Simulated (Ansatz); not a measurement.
# CH10N2SiSn: inversion of the pyramid at N1, part 1 of 2

Aim: the minimum-energy path and barrier of the inversion of the pyramid at N1. The ends are relaxed first, then joined by a nudged elastic band. SMILES of the start: N[CH](N)[SnH2][SiH3].

Method: RKS LDA/def2-SVP, in Ansatz 0.2.0.

**1. The structure to begin with**

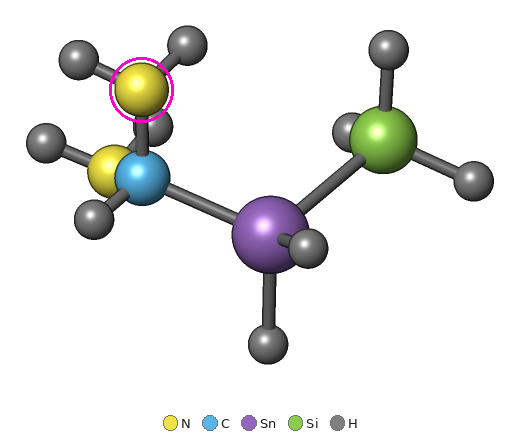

The starting structure, seen from a chosen angle (nitrogen yellow, carbon blue, tin purple, silicon green, hydrogen grey). Ringed: N1.

Structure file:

```xyz
15

N     1.9754   -0.1602   -0.1606
C     0.9202   -0.7804    0.6600
N     0.5707    0.0237    1.8290
Sn   -0.7862   -1.1025   -0.4915
Si   -1.7724    1.0967   -1.2571
H     1.5759    0.8494   -0.4390
H     2.8229    0.0204    0.3974
H     1.3480   -1.7522    0.9751
H     0.2839    0.9851    1.5782
H     1.4788    0.1565    2.4264
H    -0.4866   -2.0933   -1.8651
H    -2.0280   -1.9226    0.5224
H    -0.8170    1.8162   -2.0793
H    -3.0228    0.9015   -2.0102
H    -2.0848    1.9109   -0.0563
```

**2. End point A**

input.yaml reads:

```yaml
crystal:
  periodic: [false, false, false]
  atoms:
    - { symbol: "N", position_ang: [1.9754, -0.1602, -0.1606] }
    - { symbol: C, position_ang: [0.9202, -0.7804, 0.66] }
    - { symbol: "N", position_ang: [0.5707, 0.0237, 1.829] }
    - { symbol: Sn, position_ang: [-0.7862, -1.1025, -0.4915] }
    - { symbol: Si, position_ang: [-1.7724, 1.0967, -1.2571] }
    - { symbol: H, position_ang: [1.5759, 0.8494, -0.439] }
    - { symbol: H, position_ang: [2.8229, 0.0204, 0.3974] }
    - { symbol: H, position_ang: [1.348, -1.7522, 0.9751] }
    - { symbol: H, position_ang: [0.2839, 0.9851, 1.5782] }
    - { symbol: H, position_ang: [1.4788, 0.1565, 2.4264] }
    - { symbol: H, position_ang: [-0.4866, -2.0933, -1.8651] }
    - { symbol: H, position_ang: [-2.028, -1.9226, 0.5224] }
    - { symbol: H, position_ang: [-0.817, 1.8162, -2.0793] }
    - { symbol: H, position_ang: [-3.0228, 0.9015, -2.0102] }
    - { symbol: H, position_ang: [-2.0848, 1.9109, -0.0563] }
basis:
  gaussian: { orbitals: def2-SVP }
hamiltonian:
  xc: lda
relax:
  f_tol: 0.015
  max_steps: 40
```

Launch:

```bash
> ansatz run input.yaml --threads 2 --pin off --max-ram 3072MiB --backend cpu --events-out ev --progress --plain --runs-dir out
```

The log of the run:

```text
Warning: RAYON_NUM_THREADS=2 ignored (pool sized by the plan → 2); use --threads N
The last accepted step is kept in <dir> (removed where the run ends without a failure and the disk answers)
Engine: ansatz 0.2.0, aarch64-unknown-linux-gnu
Functional definition: SPW92
  exchange = slater_x
  correlation = pw_c
1569 factors; their error is unknown
mean field evaluation 1: about -17792.8326 eV, gradient 7.3e1 eV
mean field evaluation 2: about -17706.2786 eV, gradient 1.7e2 eV
mean field evaluation 4: about -17804.8495 eV, gradient 1.0e1 eV
mean field evaluation 8: about -17805.1797 eV, gradient 3.8e-1 eV
mean field evaluation 16: about -17805.0970 eV, gradient 1.8e-3 eV
mean field -17805.09702234 eV, -654.3252468429 hartree, gradient 4.1e-5 eV, S^2 0.000000; 0 other end points of the search recorded, 0 dependent functions left out
the calculation of the forces begins
reference -17805.09706714 eV, -654.3252484890 hartree; 33, 33 occupied and 103, 103 virtual orbitals, 1569 factors
relax step   1: F+E_penalty+E_count = -17805.09702234 eV  Δ(F+E_penalty+E_count) = +0.000e0 eV  max|allowed force component| = 2.332e0 eV/Å  Δτ_max = 0.0000 Å  (32 SCF iters, accepted)
these checks for a lower state are left out or cut short: starts, cluster_reference, orbital_swaps, neighbouring_geometries, increment
1569 factors; their error is unknown
mean field -17805.46930128 eV, -654.3389278415 hartree, gradient 1.3e-5 eV, S^2 0.000000; 0 other end points of the search recorded, 0 dependent functions left out
the calculation of the forces begins
reference -17805.46934599 eV, -654.3389294845 hartree; 33, 33 occupied and 103, 103 virtual orbitals, 1569 factors
relax step   2: F+E_penalty+E_count = -17805.46930128 eV  Δ(F+E_penalty+E_count) = -3.723e-1 eV  max|allowed force component| = 1.031e0 eV/Å  Δτ_max = 0.1533 Å  (30 SCF iters, accepted)
these checks for a lower state are left out or cut short: starts, cluster_reference, orbital_swaps, neighbouring_geometries, increment
1569 factors; their error is unknown
mean field evaluation 32: about -17805.5410 eV, gradient 3.9e-1 eV
mean field -17805.54153032 eV, -654.3415822097 hartree, gradient 8.2e-6 eV, S^2 0.000000; 0 other end points of the search recorded, 0 dependent functions left out
the calculation of the forces begins
reference -17805.54157545 eV, -654.3415838683 hartree; 33, 33 occupied and 103, 103 virtual orbitals, 1569 factors
relax step   3: F+E_penalty+E_count = -17805.54153032 eV  Δ(F+E_penalty+E_count) = -7.223e-2 eV  max|allowed force component| = 4.240e-1 eV/Å  Δτ_max = 0.1958 Å  (29 SCF iters, accepted)
these checks for a lower state are left out or cut short: starts, cluster_reference, orbital_swaps, neighbouring_geometries, increment
1569 factors; their error is unknown
mean field -17805.58559065 eV, -654.3432013971 hartree, gradient 2.0e-5 eV, S^2 0.000000; 0 other end points of the search recorded, 0 dependent functions left out
the calculation of the forces begins
reference -17805.58563586 eV, -654.3432030586 hartree; 33, 33 occupied and 103, 103 virtual orbitals, 1569 factors
relax step   4: F+E_penalty+E_count = -17805.58559065 eV  Δ(F+E_penalty+E_count) = -4.406e-2 eV  max|allowed force component| = 1.451e-1 eV/Å  Δτ_max = 0.0925 Å  (28 SCF iters, accepted)
these checks for a lower state are left out or cut short: starts, cluster_reference, orbital_swaps, neighbouring_geometries, increment
1569 factors; their error is unknown
mean field -17805.58946022 eV, -654.3433436011 hartree, gradient 2.0e-5 eV, S^2 0.000000; 0 other end points of the search recorded, 0 dependent functions left out
the calculation of the forces begins
reference -17805.58950545 eV, -654.3433452634 hartree; 33, 33 occupied and 103, 103 virtual orbitals, 1569 factors
relax step   5: F+E_penalty+E_count = -17805.58946022 eV  Δ(F+E_penalty+E_count) = -3.870e-3 eV  max|allowed force component| = 5.517e-2 eV/Å  Δτ_max = 0.0204 Å  (29 SCF iters, accepted)
these checks for a lower state are left out or cut short: starts, cluster_reference, orbital_swaps, neighbouring_geometries, increment
1569 factors; their error is unknown
mean field -17805.59122632 eV, -654.3434085042 hartree, gradient 2.0e-5 eV, S^2 0.000000; 0 other end points of the search recorded, 0 dependent functions left out
the calculation of the forces begins
reference -17805.59127157 eV, -654.3434101669 hartree; 33, 33 occupied and 103, 103 virtual orbitals, 1569 factors
relax step   6: F+E_penalty+E_count = -17805.59122632 eV  Δ(F+E_penalty+E_count) = -1.766e-3 eV  max|allowed force component| = 3.595e-2 eV/Å  Δτ_max = 0.0201 Å  (29 SCF iters, accepted)
these checks for a lower state are left out or cut short: starts, cluster_reference, orbital_swaps, neighbouring_geometries, increment
1569 factors; their error is unknown
mean field evaluation 64: about -17805.5920 eV, gradient 2.0e-5 eV
mean field -17805.59202197 eV, -654.3434377438 hartree, gradient 2.0e-5 eV, S^2 0.000000; 0 other end points of the search recorded, 0 dependent functions left out
the calculation of the forces begins
reference -17805.59206720 eV, -654.3434394059 hartree; 33, 33 occupied and 103, 103 virtual orbitals, 1569 factors
relax step   7: F+E_penalty+E_count = -17805.59202197 eV  Δ(F+E_penalty+E_count) = -7.956e-4 eV  max|allowed force component| = 1.779e-2 eV/Å  Δτ_max = 0.0388 Å  (30 SCF iters, accepted)
these checks for a lower state are left out or cut short: starts, cluster_reference, orbital_swaps, neighbouring_geometries, increment
1569 factors; their error is unknown
mean field -17805.59221481 eV, -654.3434448303 hartree, gradient 2.0e-5 eV, S^2 0.000000; 0 other end points of the search recorded, 0 dependent functions left out
the calculation of the forces begins
reference -17805.59226000 eV, -654.3434464911 hartree; 33, 33 occupied and 103, 103 virtual orbitals, 1569 factors
relax step   8: F+E_penalty+E_count = -17805.59221481 eV  Δ(F+E_penalty+E_count) = -1.928e-4 eV  max|allowed force component| = 9.129e-3 eV/Å  Δτ_max = 0.0201 Å  (29 SCF iters, accepted)
1569 factors; their error is unknown
mean field -17805.59221481 eV, -654.3434448302 hartree, gradient 2.9e-5 eV, S^2 0.000000; 1 other end points of the search recorded, 0 dependent functions left out
the calculation of the forces begins
reference -17805.59226000 eV, -654.3434464911 hartree; 33, 33 occupied and 103, 103 virtual orbitals, 1569 factors
Total energy: -17805.59226000 eV, -654.3434464911 hartree
Atom 0 at     1.880169    -0.110128    -0.249629 Å, force     0.009129    -0.004548    -0.005593 eV/Å
Atom 1 at     0.959959    -0.700134     0.678671 Å, force     0.007521     0.001095     0.004264 eV/Å
Atom 2 at     0.509847     0.029445     1.828386 Å, force    -0.001547    -0.005752     0.004346 eV/Å
Atom 3 at    -0.815467    -1.227360    -0.456914 Å, force    -0.006020    -0.004607     0.004656 eV/Å
Atom 4 at    -1.670972     1.071984    -1.160936 Å, force     0.006453    -0.000274     0.000317 eV/Å
Atom 5 at     1.518223     0.768811    -0.647827 Å, force    -0.002345     0.002347    -0.001302 eV/Å
Atom 6 at     2.802499     0.085045     0.170353 Å, force    -0.004969     0.002569     0.002159 eV/Å
Atom 7 at     1.394118    -1.664780     1.029404 Å, force    -0.004770     0.002614    -0.000972 eV/Å
Atom 8 at     0.056920     0.918397     1.569539 Å, force     0.000283    -0.001732     0.000660 eV/Å
Atom 9 at     1.271419     0.239099     2.492613 Å, force    -0.001945     0.003974    -0.006001 eV/Å
Atom 10 at    -0.456528    -2.180080    -1.843909 Å, force    -0.000821     0.000843     0.000958 eV/Å
Atom 11 at    -1.997816    -2.030762     0.500628 Å, force     0.001314    -0.001901    -0.000597 eV/Å
Atom 12 at    -0.615887     1.781166    -1.977839 Å, force    -0.004725     0.002701    -0.002115 eV/Å
Atom 13 at    -2.943342     1.045325    -1.966950 Å, force     0.004132     0.004383     0.000243 eV/Å
Atom 14 at    -1.915144     1.923173     0.063809 Å, force    -0.001691    -0.001714    -0.001023 eV/Å
Dipole moment:     0.369854     0.287550     0.223481 e Å
```

Run time: 19 s. Hardware: 2 threads of Arm Neoverse V2, shared host; peak memory 0.18 GiB.

Step by step:

```
step  energy from step 1 (eV)  largest force component (eV/Å)
   1                   0.0000                          2.3316
   2                  -0.3723                          1.0310
   3                  -0.4445                          0.4240
   4                  -0.4886                          0.1451
   5                  -0.4924                          0.0552
   6                  -0.4942                          0.0359
   7                  -0.4950                          0.0178
   8                  -0.4952                          0.0091
```

Step 1 is the start.

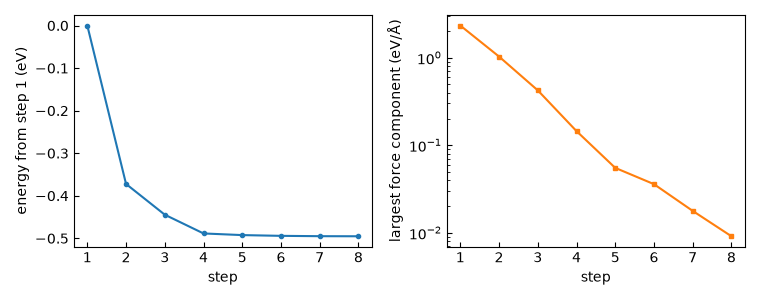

Energy and largest force along the relaxation.

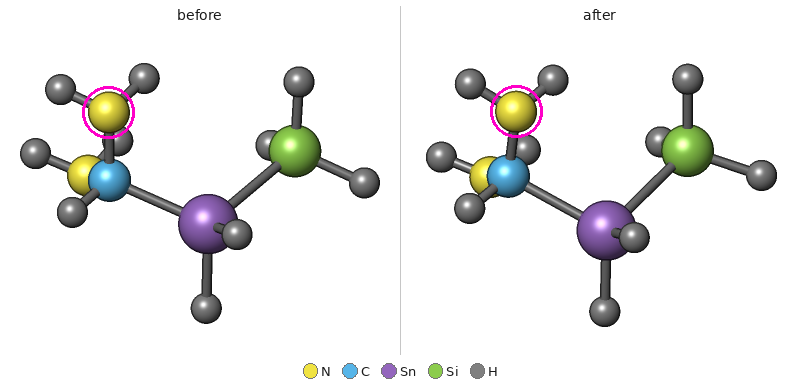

Before and after, at one scale.

After: Bond lengths: N1–C2 1.434 Å, C2–N3 1.434 Å, C2–Sn4 2.172 Å, Sn4–Si5 2.552 Å, N1–H6 1.031 Å, N1–H7 1.032 Å, C2–H8 1.114 Å, N3–H9 1.031 Å, N3–H10 1.032 Å, Sn4–H11 1.721 Å, Sn4–H12 1.721 Å, Si5–H13 1.511 Å, Si5–H14 1.506 Å, Si5–H15 1.511 Å. Angles (14 of 24 angles, heavy atoms first): N1–C2–N3 120.7°, N1–C2–Sn4 106.6°, N3–C2–Sn4 106.6°, C2–Sn4–Si5 101.5°, N1–C2–H8 108.0°, N3–C2–H8 108.1°, Sn4–C2–H8 105.8°, C2–N1–H6 112.1°, C2–N1–H7 112.8°, C2–N3–H9 112.0°, C2–N3–H10 112.8°, C2–Sn4–H11 112.7°, C2–Sn4–H12 112.6°, Si5–Sn4–H11 110.3°.

**3. End point B**

The second end starts from a geometry with the move made by hand.

Changes to input.yaml since step 2:

```diff
@@ -8,4 +8,4 @@
     - { symbol: Si, position_ang: [-1.7724, 1.0967, -1.2571] }
-    - { symbol: H, position_ang: [1.5759, 0.8494, -0.439] }
-    - { symbol: H, position_ang: [2.8229, 0.0204, 0.3974] }
+    - { symbol: H, position_ang: [1.61051, -0.2395, -1.21747] }
+    - { symbol: H, position_ang: [2.84613, -0.71047, -0.12511] }
     - { symbol: H, position_ang: [1.348, -1.7522, 0.9751] }
```

Launch:

```bash
> ansatz run input.yaml --threads 2 --pin off --max-ram 3072MiB --backend cpu --events-out ev --progress --plain --runs-dir out
```

The log of the run, cut to the lines that bear on the results:

```text
Warning: RAYON_NUM_THREADS=2 ignored (pool sized by the plan → 2); use --threads N
[...]
[... 1 set-up line as earlier in the session ...]
[...]
1569 factors; their error is unknown
[...]
mean field -17804.93484385 eV, -654.3192868932 hartree, gradient 2.7e-5 eV, S^2 0.000000; 0 other end points of the search recorded, 0 dependent functions left out
[...]
reference -17804.93488877 eV, -654.3192885441 hartree; 33, 33 occupied and 103, 103 virtual orbitals, 1569 factors
[...]
relax step  14: F+E_penalty+E_count = -17805.60576843 eV  Δ(F+E_penalty+E_count) = -2.672e-4 eV  max|allowed force component| = 1.323e-2 eV/Å  Δτ_max = 0.0158 Å  (31 SCF iters, accepted)
[...]
1569 factors; their error is unknown
mean field -17805.60607635 eV, -654.3439542326 hartree, gradient 2.0e-5 eV, S^2 0.000000; 0 other end points of the search recorded, 0 dependent functions left out
[...]
reference -17805.60612120 eV, -654.3439558807 hartree; 33, 33 occupied and 103, 103 virtual orbitals, 1569 factors
```

**4. More of the same log: end point B relaxed**

Output, continued:

```text
relax step  15: F+E_penalty+E_count = -17805.60607635 eV  Δ(F+E_penalty+E_count) = -3.079e-4 eV  max|allowed force component| = 3.356e-2 eV/Å  Δτ_max = 0.0332 Å  (30 SCF iters, accepted)
these checks for a lower state are left out or cut short: starts, cluster_reference, orbital_swaps, neighbouring_geometries, increment
1569 factors; their error is unknown
mean field -17805.60626809 eV, -654.3439612788 hartree, gradient 2.0e-5 eV, S^2 0.000000; 0 other end points of the search recorded, 0 dependent functions left out
the calculation of the forces begins
reference -17805.60631287 eV, -654.3439629245 hartree; 33, 33 occupied and 103, 103 virtual orbitals, 1569 factors
relax step  16: F+E_penalty+E_count = -17805.60626809 eV  Δ(F+E_penalty+E_count) = -1.917e-4 eV  max|allowed force component| = 3.071e-2 eV/Å  Δτ_max = 0.0301 Å  (31 SCF iters, accepted)
these checks for a lower state are left out or cut short: starts, cluster_reference, orbital_swaps, neighbouring_geometries, increment
1569 factors; their error is unknown
mean field evaluation 128: about -17805.6910 eV, gradient 1.4e-3 eV
mean field -17805.60647472 eV, -654.3439688724 hartree, gradient 2.0e-5 eV, S^2 0.000000; 0 other end points of the search recorded, 0 dependent functions left out
the calculation of the forces begins
reference -17805.60651948 eV, -654.3439705173 hartree; 33, 33 occupied and 103, 103 virtual orbitals, 1569 factors
relax step  17: F+E_penalty+E_count = -17805.60647472 eV  Δ(F+E_penalty+E_count) = -2.066e-4 eV  max|allowed force component| = 2.726e-2 eV/Å  Δτ_max = 0.0213 Å  (31 SCF iters, accepted)
these checks for a lower state are left out or cut short: starts, cluster_reference, orbital_swaps, neighbouring_geometries, increment
1569 factors; their error is unknown
mean field -17805.60674794 eV, -654.3439789130 hartree, gradient 2.0e-5 eV, S^2 0.000000; 0 other end points of the search recorded, 0 dependent functions left out
the calculation of the forces begins
reference -17805.60679270 eV, -654.3439805579 hartree; 33, 33 occupied and 103, 103 virtual orbitals, 1569 factors
relax step  18: F+E_penalty+E_count = -17805.60674794 eV  Δ(F+E_penalty+E_count) = -2.732e-4 eV  max|allowed force component| = 2.595e-2 eV/Å  Δτ_max = 0.0352 Å  (31 SCF iters, accepted)
these checks for a lower state are left out or cut short: starts, cluster_reference, orbital_swaps, neighbouring_geometries, increment
1569 factors; their error is unknown
mean field -17805.60692402 eV, -654.3439853839 hartree, gradient 2.0e-5 eV, S^2 0.000000; 0 other end points of the search recorded, 0 dependent functions left out
the calculation of the forces begins
reference -17805.60696880 eV, -654.3439870294 hartree; 33, 33 occupied and 103, 103 virtual orbitals, 1569 factors
relax step  19: F+E_penalty+E_count = -17805.60692402 eV  Δ(F+E_penalty+E_count) = -1.761e-4 eV  max|allowed force component| = 2.934e-2 eV/Å  Δτ_max = 0.0325 Å  (31 SCF iters, accepted)
these checks for a lower state are left out or cut short: starts, cluster_reference, orbital_swaps, neighbouring_geometries, increment
1569 factors; their error is unknown
mean field -17805.60699705 eV, -654.3439880676 hartree, gradient 2.0e-5 eV, S^2 0.000000; 0 other end points of the search recorded, 0 dependent functions left out
the calculation of the forces begins
reference -17805.60704188 eV, -654.3439897151 hartree; 33, 33 occupied and 103, 103 virtual orbitals, 1569 factors
relax step  20: F+E_penalty+E_count = -17805.60699705 eV  Δ(F+E_penalty+E_count) = -7.303e-5 eV  max|allowed force component| = 4.523e-2 eV/Å  Δτ_max = 0.0379 Å  (31 SCF iters, accepted)
these checks for a lower state are left out or cut short: starts, cluster_reference, orbital_swaps, neighbouring_geometries, increment
1569 factors; their error is unknown
mean field evaluation 160: about -17805.6072 eV, gradient 2.0e-5 eV
mean field -17805.60718636 eV, -654.3439950247 hartree, gradient 2.0e-5 eV, S^2 0.000000; 0 other end points of the search recorded, 0 dependent functions left out
the calculation of the forces begins
reference -17805.60723120 eV, -654.3439966727 hartree; 33, 33 occupied and 103, 103 virtual orbitals, 1569 factors
relax step  21: F+E_penalty+E_count = -17805.60718636 eV  Δ(F+E_penalty+E_count) = -1.893e-4 eV  max|allowed force component| = 2.744e-2 eV/Å  Δτ_max = 0.0098 Å  (32 SCF iters, accepted)
these checks for a lower state are left out or cut short: starts, cluster_reference, orbital_swaps, neighbouring_geometries, increment
1569 factors; their error is unknown
mean field -17805.60729441 eV, -654.3439989953 hartree, gradient 2.0e-5 eV, S^2 0.000000; 0 other end points of the search recorded, 0 dependent functions left out
the calculation of the forces begins
reference -17805.60733928 eV, -654.3440006444 hartree; 33, 33 occupied and 103, 103 virtual orbitals, 1569 factors
relax step  22: F+E_penalty+E_count = -17805.60729441 eV  Δ(F+E_penalty+E_count) = -1.080e-4 eV  max|allowed force component| = 1.019e-2 eV/Å  Δτ_max = 0.0105 Å  (32 SCF iters, accepted)
these checks for a lower state are left out or cut short: starts, cluster_reference, orbital_swaps, neighbouring_geometries, increment
1569 factors; their error is unknown
mean field -17805.60734349 eV, -654.3440007991 hartree, gradient 2.0e-5 eV, S^2 0.000000; 0 other end points of the search recorded, 0 dependent functions left out
the calculation of the forces begins
reference -17805.60738840 eV, -654.3440024495 hartree; 33, 33 occupied and 103, 103 virtual orbitals, 1569 factors
relax step  23: F+E_penalty+E_count = -17805.60734349 eV  Δ(F+E_penalty+E_count) = -4.908e-5 eV  max|allowed force component| = 1.196e-2 eV/Å  Δτ_max = 0.0182 Å  (31 SCF iters, accepted)
1569 factors; their error is unknown
mean field evaluation 192: about -17805.6073 eV, gradient 5.9e-3 eV
mean field -17805.60734349 eV, -654.3440007991 hartree, gradient 2.9e-5 eV, S^2 0.000000; 1 other end points of the search recorded, 0 dependent functions left out
the calculation of the forces begins
reference -17805.60738840 eV, -654.3440024495 hartree; 33, 33 occupied and 103, 103 virtual orbitals, 1569 factors
Total energy: -17805.60738840 eV, -654.3440024495 hartree
Atom 0 at     1.992075    -0.246683    -0.180330 Å, force     0.000823     0.001760     0.003077 eV/Å
Atom 1 at     0.980349    -0.781046     0.682247 Å, force     0.001444    -0.011963     0.008488 eV/Å
Atom 2 at     0.563698     0.093090     1.729385 Å, force    -0.005473     0.001100    -0.001517 eV/Å
Atom 3 at    -0.876580    -1.316015    -0.373634 Å, force    -0.001615     0.001574     0.003811 eV/Å
Atom 4 at    -1.629813     1.001966    -1.140411 Å, force    -0.001549    -0.000049     0.000258 eV/Å
Atom 5 at     1.640299     0.506232    -0.790958 Å, force    -0.002276     0.004725    -0.002440 eV/Å
Atom 6 at     2.447322    -0.959459    -0.765660 Å, force     0.002639    -0.004338    -0.002539 eV/Å
Atom 7 at     1.375255    -1.725446     1.122162 Å, force    -0.001295     0.006709    -0.004636 eV/Å
Atom 8 at     0.033021     0.901410     1.371527 Å, force    -0.000809     0.000700    -0.000145 eV/Å
Atom 9 at     1.386537     0.466143     2.231709 Å, force     0.005484     0.000199     0.001089 eV/Å
Atom 10 at    -0.489736    -2.247251    -1.777616 Å, force    -0.000812     0.001343    -0.001040 eV/Å
Atom 11 at    -2.129339    -2.121050     0.494771 Å, force     0.000369    -0.001051     0.000863 eV/Å
Atom 12 at    -0.478291     1.677617    -1.850932 Å, force     0.001253     0.003824    -0.001469 eV/Å
Atom 13 at    -2.811571     1.010384    -2.073558 Å, force    -0.000007     0.000913    -0.001196 eV/Å
Atom 14 at    -1.967386     1.869540     0.049718 Å, force     0.001824    -0.005445    -0.002604 eV/Å
Dipole moment:     0.296528     0.059711    -0.111769 e Å
```

It took 51 s on 2 threads of Arm Neoverse V2, shared host; peak memory 0.18 GiB.

Relaxation path:

| step | energy from step 1 (eV) | largest force component (eV/Å) |
| --- | --- | --- |
| 1 | 0.0000 | 2.9081 |
| 2 | -0.3890 | 1.3496 |
| 3 | -0.5107 | 0.5412 |
| 4 | -0.5414 | 0.4433 |
| 5 | -0.5807 | 0.4291 |
| 6 | -0.5890 | 1.0743 |
| 7 | -0.6542 | 0.3920 |
| 8 | -0.6626 | 0.2049 |
| 9x | -0.6609 | 0.2279 |
| 10 | -0.6681 | 0.0420 |
| 11 | -0.6694 | 0.1107 |
| 12 | -0.6702 | 0.0340 |
| 13 | -0.6707 | 0.0106 |
| 14 | -0.6709 | 0.0132 |
| 15 | -0.6712 | 0.0336 |
| 16 | -0.6714 | 0.0307 |
| 17 | -0.6716 | 0.0273 |
| 18 | -0.6719 | 0.0260 |
| 19 | -0.6721 | 0.0293 |
| 20 | -0.6722 | 0.0452 |
| 21 | -0.6723 | 0.0274 |
| 22 | -0.6725 | 0.0102 |
| 23 | -0.6725 | 0.0120 |

Step 1 is the start. 1 step was tried and not accepted (marked x).

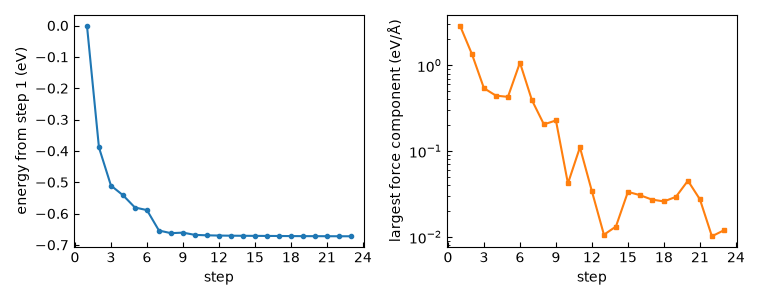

Energy and largest force along the relaxation.

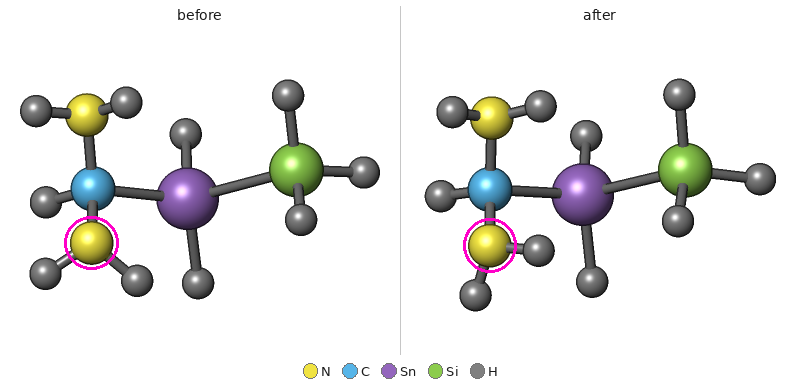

Before and after, at one scale.

After: Bond lengths: N1–C2 1.433 Å, C2–N3 1.426 Å, C2–Sn4 2.202 Å, Sn4–Si5 2.555 Å, N1–H6 1.031 Å, N1–H7 1.029 Å, C2–H8 1.114 Å, N3–H9 1.031 Å, N3–H10 1.034 Å, Sn4–H11 1.729 Å, Sn4–H12 1.724 Å, Si5–H13 1.512 Å, Si5–H14 1.506 Å, Si5–H15 1.511 Å. Angles (14 of 24 angles, heavy atoms first): N1–C2–N3 114.8°, N1–C2–Sn4 113.4°, N3–C2–Sn4 104.7°, C2–Sn4–Si5 99.9°, N1–C2–H8 107.7°, N3–C2–H8 109.5°, Sn4–C2–H8 106.4°, C2–N1–H6 112.8°, C2–N1–H7 113.4°, C2–N3–H9 112.1°, C2–N3–H10 110.2°, C2–Sn4–H11 109.4°, C2–Sn4–H12 119.0°, Si5–Sn4–H11 108.1°.

(Continued in part 2 of 2.)
